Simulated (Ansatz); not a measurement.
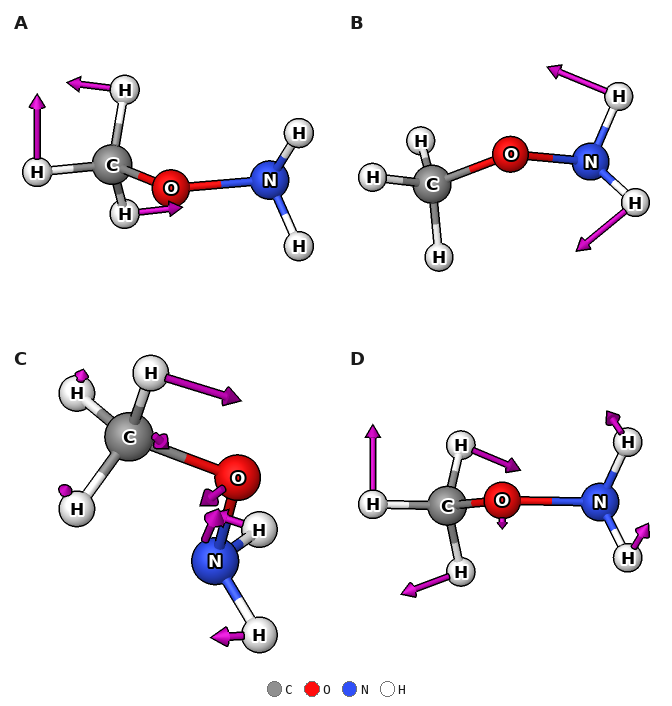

4 normal modes of one molecule or complex, as arrows. Harmonic vibrations computed with RKS PBE0-D4/def2-TZVP (Ansatz 0.2.0) at a stationary point of the same level.

### Match the panels to the wavenumbers 234 cm⁻¹, 929 cm⁻¹, 1468 cm⁻¹, 1663 cm⁻¹.

A: 1468 cm⁻¹, H–C–H bending
B: 1663 cm⁻¹, H–N–H bending
C: 929 cm⁻¹
D: 234 cm⁻¹, a torsion or out-of-plane motion in which bond lengths and bond angles hardly change
